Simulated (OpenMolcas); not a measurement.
# How basis sets differ on SnH4 (SMILES [SnH4])

SnH4 has 5 atoms, charge 0, and is taken as a singlet. As SMILES, `[SnH4]`. The shape comes from GFN2-xTB, which is rough for such elements, and wasn't checked as a minimum.

Each level gives the HOMO–LUMO gap (eV). The values are calculated.

```tsv
level	kind	program	value (eV)	CPU time
HF/ANO-R0 (sfX2C)	Hartree–Fock	OpenMolcas	15.38	9.3 s
HF/ANO-RCC-MB (DKH2)	Hartree–Fock	OpenMolcas	20.49	2.9 s
HF/STO-3G	Hartree–Fock	OpenMolcas	23.83	1.8 s
HF/3-21G	Hartree–Fock	OpenMolcas	16.61	1.9 s
HF/def2-SVP (core potential)	Hartree–Fock	OpenMolcas	16.16	2.2 s
HF/ANO-R1 (sfX2C)	Hartree–Fock	OpenMolcas	14.20	36 s
HF/ANO-R2 (sfX2C)	Hartree–Fock	OpenMolcas	14.16	2.1 min
HF/ANO-R3 (sfX2C, RICD fitting)	Hartree–Fock	OpenMolcas	14.15	98 s
```

All-electron rows without a relativistic Hamiltonian named are non-relativistic, while core potentials hold scalar relativity, so basis and relativity change together. The values span 14.15 to 23.83 eV. A Hartree–Fock LUMO above zero doesn't converge with the basis: it sinks as sets grow more diffuse. Orbital gaps aren't excitation energies. CPU times are rough (shared hosts, several kinds of processor): they show what a rung costs within a factor of a few.

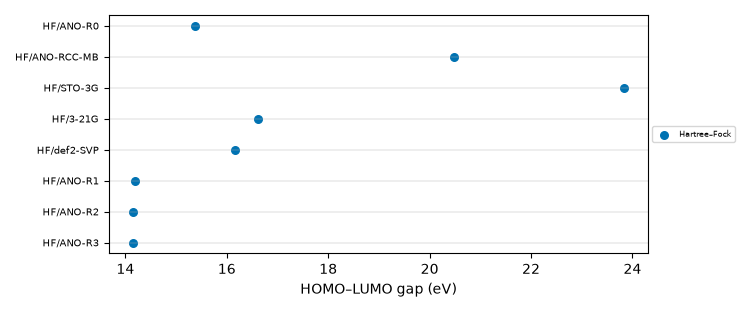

The values of the table, level by level.
